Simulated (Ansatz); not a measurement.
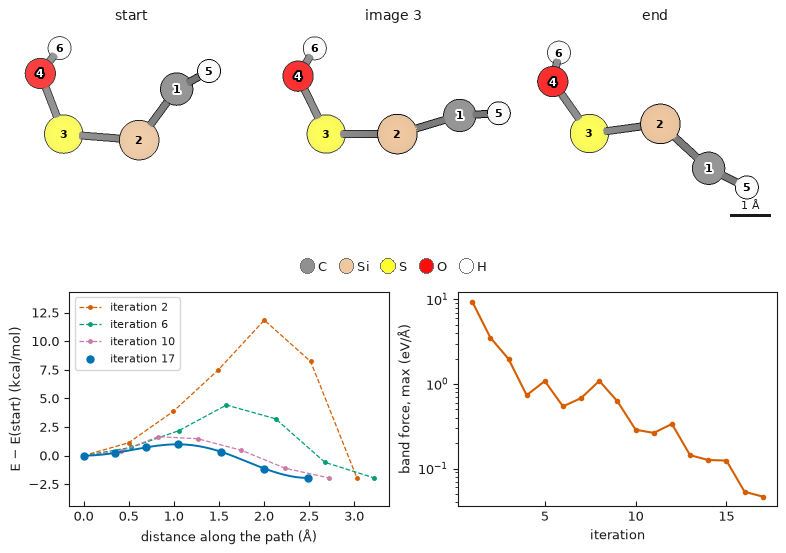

A search for the minimum-energy path of CH2OSSi by the nudged elastic band. Images are numbered from 0 (start) to 6 (end). The plot follows the band through its iterations. The picture is a ball-and-stick view, seen at a tilt.

The calculation used RKS PBE0-D4/def2-SVP (Ansatz). Set-up: 5 movable images; climbing image; force threshold 0.05 eV/Å; iteration limit 60; starting path through a guess of the saddle point.

Question: Judge this run.

Answer: The result is final at these settings. The band converged in 17 iterations. The largest component of the band force went from 9.4 to 0.047 eV/Å. The climbing image converged on the top of the path. Its vibrational analysis gives one imaginary mode (75i cm⁻¹), as a transition state must have. The first iteration put the highest image at 24.76 kcal/mol. The highest point, image 3, lies 0.99 kcal/mol above the start and 2.94 kcal/mol above the end; the end is at −1.95 kcal/mol relative to the start.
